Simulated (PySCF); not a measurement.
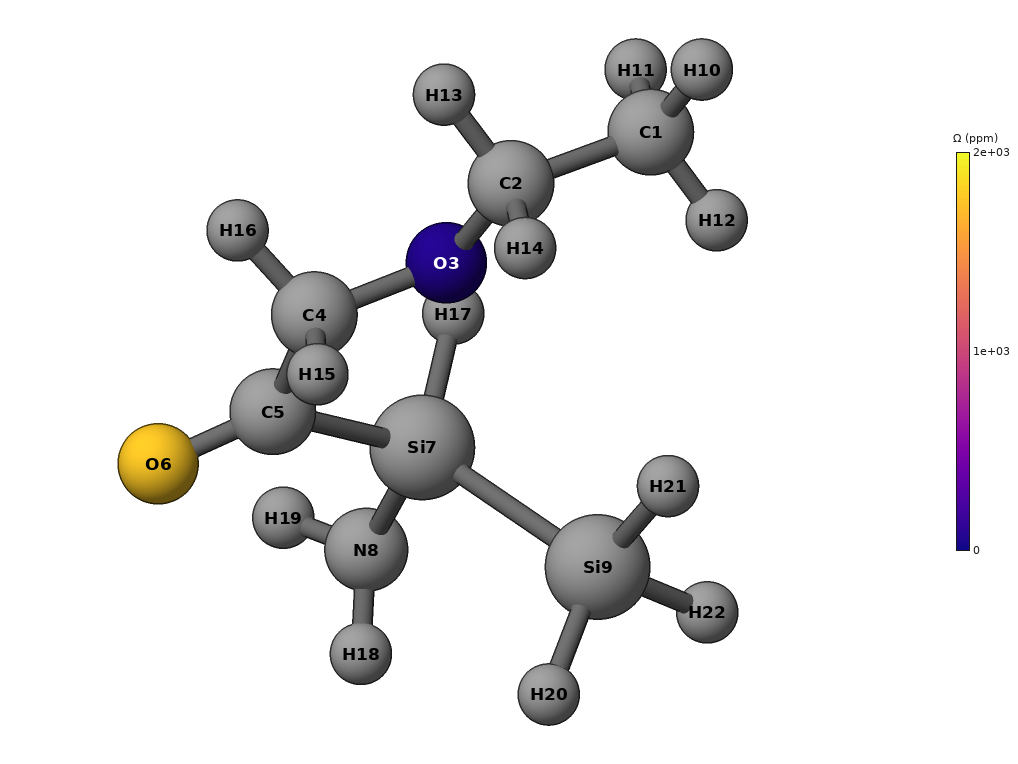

The O atoms are coloured by the span of their shielding tensor. The geometry was computed by an optimisation with GFN2-xTB. No frequency run is at hand to confirm it as a minimum. Properties computed with GIAO PBE0/pcSseg-1 NMR shielding, non-relativistic, gas phase (PySCF 2.14.0). Principal shieldings σ11 ≤ σ22 ≤ σ33, span Ω = σ33 − σ11, skew κ = 3(σiso − σ22)/Ω.

Which O atom has the most anisotropic shielding?

Answer. O6, with a span of 1772 ppm.

Give the shielding tensors of the O atoms.

```csv
atom,σ11,σ22,σ33,σiso,Ω,κ
O3,253.4,308.2,330.9,297.5,77.5,−0.41
O6,−1391.7,−472.6,380.4,−494.6,1772.1,−0.04
```

Shieldings and span in ppm.

The geometry is semi-empirical. Around Si such bond lengths and angles can be off by a tenth of an ångström or more and by several degrees, and values that hang on the shape move with them.
